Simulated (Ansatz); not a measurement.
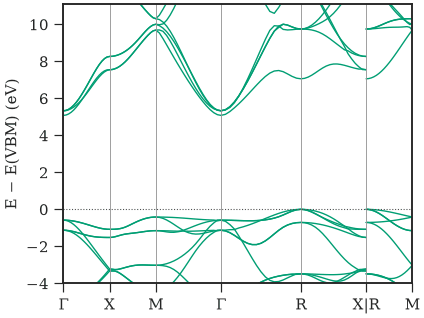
Figure: Band structure from DFT-LDA in the program Ansatz with PAW potentials

Read off the gap and where the band edges lie.

About 5.1 eV (5.08 eV by a search for the band edges); maximum at R, minimum at Γ.

The material is SiO2 in space group Pn-3m (No. 224; Si on 2a, O on 4b).

The first step of the workflow began from a Materials Project structure, measured or hypothetical; the Crystallography Open Database copy checked does not list it. It is not the phase usual at ambient conditions (space group No. 92, 152, 154). Symmetry was held in the LDA relaxation; its stability against distortions is not shown here.

Potentials: the earlier of the program's two PAW sets. The files were generated under PBE; for other functionals the program regenerates the frozen cores, and for LDA and PBEsol the local potential too.
